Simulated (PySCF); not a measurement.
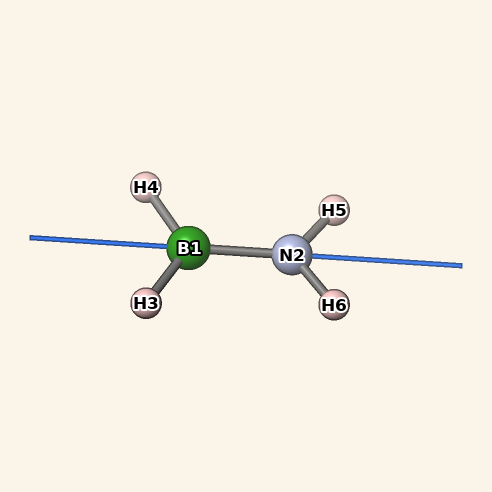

A line through the centre of mass is drawn in. Atoms fade into the background with distance from the viewer. The computed structure is the end point of a GFN2-xTB optimisation. No frequency run is at hand to confirm it as a minimum.

Question: Is the line a proper rotation axis of the structure, and of what order?

Answer: Yes, a C2 axis. A turn by 180° leaves B1, N2 in place and moves H3 ↔ H4; H5 ↔ H6. The point group is C2v.
